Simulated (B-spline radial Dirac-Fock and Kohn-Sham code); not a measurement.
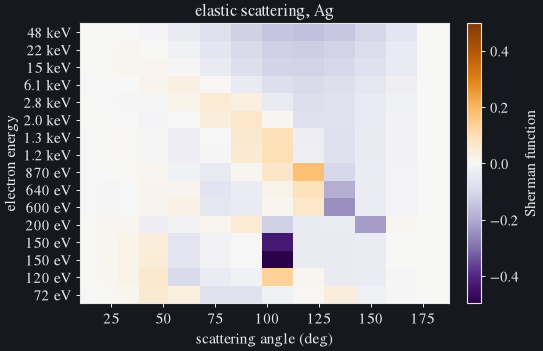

A map of the Sherman function for elastic electron scattering over angle and energy (one row an energy, not to scale). Species: the silver atom. Computed with a B-spline radial code: Dirac partial waves in the static Dirac–Fock field with Furness–McCarthy exchange, no polarisation or absorption.

### Where on the map is the spin polarisation largest?

The largest polarisation on this grid is S = −0.50 at 147 eV and 105°. At the highest energy, 48.4 keV, the extreme is −0.15 near 120°. The model is rough under about 200 eV.
